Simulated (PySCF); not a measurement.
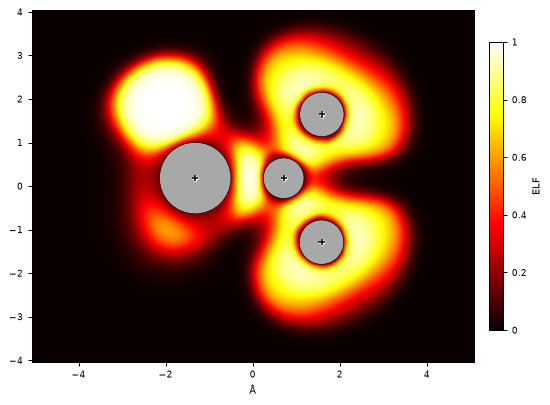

The ELF on a plane through atoms (crosses mark nuclei in the plane; grey discs cover the cores).

Level of theory: CAM-B3LYP/def2-SVPD, SCF density, gas phase (PySCF 2.14.0).

Candidates:
A. C2H5B3O2S (SMILES C=CB1OBOBS1)
B. C3H7BCl2Ge (SMILES Cl[B](Cl)[GeH2][CH]1CC1)

Q: Which system is this?

A: Candidate B: C3H7BCl2Ge on the plane of atoms Cl3, B2 and Ge4, which holds Cl, B and Ge. B–Cl (1.71 Å): the ELF peaks at about 0.90 between the atoms: a short, strongly polar bond. Ge–B (2.03 Å): the ELF peaks at about 1 in the valence shell of B, 0.8 Å from its nucleus, and is about 0.80 at the midpoint.
